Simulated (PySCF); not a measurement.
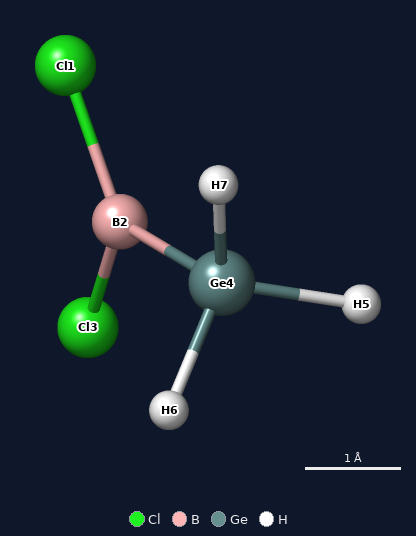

Fig. 1: The input geometry of run 1 (ball-and-stick view, seen at a tilt; atoms are numbered from 1 in the order of the input). Sticks mark near contacts. Bond lengths as drawn: B–Cl 1.75 Å, B–Ge 2.07 Å and Ge–H 1.54 Å.

# What a change does: excited-state calculation on GeBH3Cl2

System: GeBH3Cl2, SMILES Cl[B](Cl)[GeH3].
Method of run 1: TDDFT PBE0/def2-TZVPD, vertical, gas phase, core orbitals frozen in the response (PySCF 2.14.0).

The geometry comes from this level: PBE0-D3(BJ)/def2-SVP. Text and figures count atoms from 1; the logs count them from 0 in places.

**Input file, run 1**
```
{"job": {"kind": "uv", "xc": "PBE0", "basis": "def2-TZVPD"}, "charge": 0, "multiplicity": 1}
Cl     1.925379     1.491952    -0.216050
B      1.156763    -0.076471    -0.180890
Cl     2.159090    -1.499148    -0.352420
Ge    -0.884412    -0.281502     0.082394
H     -1.154538    -0.853200     1.488296
H     -1.453733    -1.276913    -0.945295
H     -1.618422     1.063575    -0.051721
```

The first line tells a small driver script what to run in PySCF; the rest is the geometry in Å.

Launched with:
```bash
OMP_NUM_THREADS=1 python <driver script> task.json out
```

Hardware: 1 CPU thread, shared host.

**Output (run 1)**
```
coarse grid: 32648 points
cycle   1  E = -3023.5212480001  dE = -3.164e-01  |g| = 6.385e-01  |ddm| = 2.230e+00
cycle   2  E = -3023.5019881224  dE =  1.926e-02  |g| = 7.509e-01  |ddm| = 8.744e-01
cycle   3  E = -3023.5574366542  dE = -5.545e-02  |g| = 6.456e-02  |ddm| = 4.823e-01
cycle   4  E = -3023.5583180012  dE = -8.813e-04  |g| = 3.008e-02  |ddm| = 6.346e-02
cycle   5  E = -3023.5585618529  dE = -2.439e-04  |g| = 4.200e-03  |ddm| = 2.349e-02
cycle   6  E = -3023.5585655519  dE = -3.699e-06  |g| = 1.294e-03  |ddm| = 4.885e-03
final grid: 63856 points
cycle   7  E = -3023.5585394714  dE = -1.046e-07  |g| = 1.154e-03  |ddm| = 2.774e-03
cycle   8  E = -3023.5585394805  dE = -9.095e-09  |g| = 1.211e-03  |ddm| = 1.712e-03
cycle   9  E = -3023.5585396758  dE = -1.953e-07  |g| = 1.700e-04  |ddm| = 8.377e-04
cycle  10  E = -3023.5585396802  dE = -4.345e-09  |g| = 2.409e-05  |ddm| = 1.327e-04
cycle  11  E = -3023.5585396803  dE = -1.496e-10  |g| = 3.100e-06  |ddm| = 1.749e-05
converged SCF energy = -3023.5585396803

Static polarisability (au): isotropic 76.043, principal 59.681 82.439 86.009

Singlet excitations
state   eV       nm        f      main configurations
  1   4.6119    268.8   0.00436   H->L 0.99
  2   5.4289    228.4   0.00023   H-1->L 0.95
  3   6.3579    195.0   0.00317   H-4->L 0.90
  4   6.4702    191.6   0.06799   H-2->L 0.94
  5   6.5286    189.9   0.10335   H-3->L 0.88
  6   7.1802    172.7   0.10328   H->L+1 0.98
  7   7.4072    167.4   0.00250   H-6->L 0.98
  8   7.7913    159.1   0.07524   H-5->L 0.66, H->L+2 0.22
  9   7.8275    158.4   0.05117   H->L+2 0.58, H-5->L 0.24
 10   8.0243    154.5   0.16653   H->L+3 0.71, H->L+4 0.10

Triplet excitations (Tamm-Dancoff, eV): 3.8527 5.2388 5.4919 5.9090
```

The input of run 2 differs as follows (lines with − go, lines with + come):
```diff
-"basis": "def2-TZVPD"
+"basis": "aug-cc-pVTZ"
```

Predict how the results change.

The total energy of run 2 is 32.2 kcal/mol lower, which measures the change of basis and not a stability. The strongest computed line goes from 8.02 to 7.80 eV. The number of SCF iterations is the same. The basis functions go from 210 to 274.

**Output (run 2)**
```
coarse grid: 32648 points
cycle   1  E = -3023.5806336887  dE = -3.074e-01  |g| = 4.602e-01  |ddm| = 5.035e+00
cycle   2  E = -3023.5685348305  dE =  1.210e-02  |g| = 5.028e-01  |ddm| = 1.387e+00
cycle   3  E = -3023.6082482741  dE = -3.971e-02  |g| = 7.619e-02  |ddm| = 7.541e-01
cycle   4  E = -3023.6097706347  dE = -1.522e-03  |g| = 2.145e-02  |ddm| = 1.416e-01
cycle   5  E = -3023.6098893771  dE = -1.187e-04  |g| = 3.357e-03  |ddm| = 3.603e-02
cycle   6  E = -3023.6098922522  dE = -2.875e-06  |g| = 7.986e-04  |ddm| = 7.090e-03
final grid: 63856 points
cycle   7  E = -3023.6098612265  dE = -5.987e-08  |g| = 7.302e-04  |ddm| = 6.395e-03
cycle   8  E = -3023.6098612126  dE =  1.387e-08  |g| = 7.788e-04  |ddm| = 1.785e-03
cycle   9  E = -3023.6098613446  dE = -1.320e-07  |g| = 1.233e-04  |ddm| = 1.053e-03
cycle  10  E = -3023.6098613484  dE = -3.767e-09  |g| = 1.658e-05  |ddm| = 1.870e-04
cycle  11  E = -3023.6098613484  dE = -5.275e-11  |g| = 2.150e-06  |ddm| = 2.571e-05
converged SCF energy = -3023.6098613484

Static polarisability (au): isotropic 76.115, principal 59.788 82.445 86.111

Singlet excitations
state   eV       nm        f      main configurations
  1   4.6399    267.2   0.00454   H->L 0.99
  2   5.4596    227.1   0.00024   H-1->L 0.95
  3   6.3797    194.3   0.00327   H-4->L 0.90
  4   6.4925    191.0   0.06706   H-2->L 0.95
  5   6.5538    189.2   0.10269   H-3->L 0.89
  6   7.0974    174.7   0.11272   H->L+1 0.96
  7   7.4373    166.7   0.00234   H-6->L 0.98
  8   7.7574    159.8   0.03637   H->L+3 0.74
  9   7.7979    159.0   0.12467   H-5->L 0.66, H->L+2 0.20
 10   7.9800    155.4   0.03369   H->L+2 0.51, H-5->L 0.20, H-1->L+1 0.16

Triplet excitations (Tamm-Dancoff, eV): 3.8754 5.2722 5.5263 5.9262
```

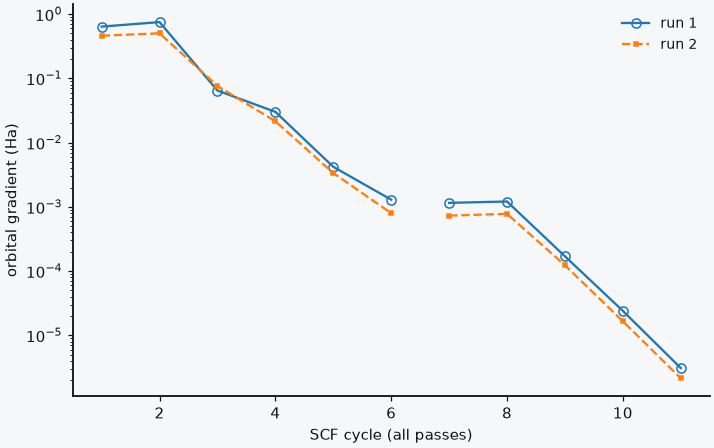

Fig. 2: Convergence of the two runs: orbital gradient against the SCF cycle. A break in a curve parts two SCF passes (coarse and final grid). Run 1 takes 11 cycles in all, and run 2 takes 11.

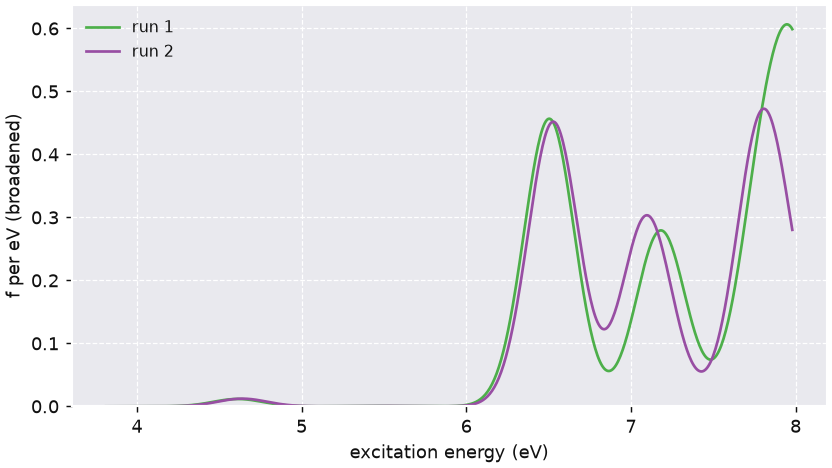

Fig. 3: Absorption of the two runs from their computed states, each broadened by a Gaussian of 0.35 eV full width; the range ends where the shorter list of states ends.

**The two runs side by side**

| quantity | run 1 | run 2 |
| --- | --- | --- |
| outcome | converged | converged |
| total energy (hartree) | −3023.558540 | −3023.609861 |
| HOMO (eV) | −8.33 | −8.34 |
| LUMO (eV) | −2.20 | −2.18 |
| dipole moment (D) | 0.38 | 0.40 |
| lowest excitation (eV) | 4.61 | 4.64 |
| SCF iterations | 11 | 11 |
| strongest computed line (eV) | 8.02 | 7.80 |
| basis functions | 210 | 274 |
| wall time (shared host) | 19 s | 31 s |

For both runs: Spin–orbit coupling is left out, which matters for the heavy atoms.
